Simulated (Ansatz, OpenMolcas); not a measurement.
# How basis sets differ on [BF4]− (tetrafluoroborate)

The species is [BF4]− (5 atoms), meant as a singlet with charge -1. As SMILES, `F[B-](F)(F)F`. Geometry: relaxed at PBE0-D4/def2-TZVPD.

Quantity: the HOMO–LUMO gap, in eV. The values are calculated.

```json
{"level": "HF/ANO-R0 (sfX2C)", "kind": "Hartree–Fock", "program": "OpenMolcas", "value (eV)": "28.49", "CPU time": "3.7 s"}
{"level": "HF/STO-3G", "kind": "Hartree–Fock", "program": "Ansatz", "value (eV)": "30.91", "CPU time": "0.1 s"}
{"level": "HF/3-21G", "kind": "Hartree–Fock", "program": "OpenMolcas", "value (eV)": "27.40", "CPU time": "2 s"}
{"level": "HF/ANO-R1 (sfX2C)", "kind": "Hartree–Fock", "program": "OpenMolcas", "value (eV)": "20.93", "CPU time": "5.2 s"}
{"level": "HF/aug-cc-pVDZ", "kind": "Hartree–Fock", "program": "OpenMolcas", "value (eV)": "15.35", "CPU time": "19 s"}
```

Sets without diffuse functions describe the anion poorly. The values span 15.35 to 30.91 eV. A Hartree–Fock LUMO above zero doesn't converge with the basis: it sinks as sets grow more diffuse. Orbital gaps aren't excitation energies. Times are those of the runs behind each value, whatever else they computed, on shared processors of several kinds: orders of magnitude only.

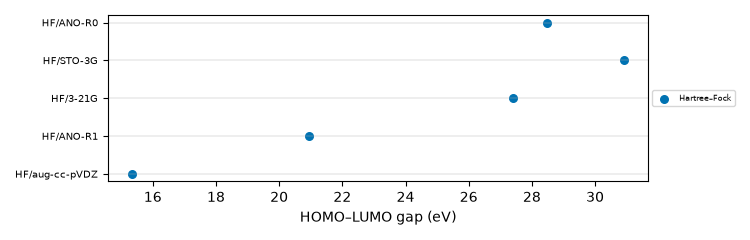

The values of the table, level by level.
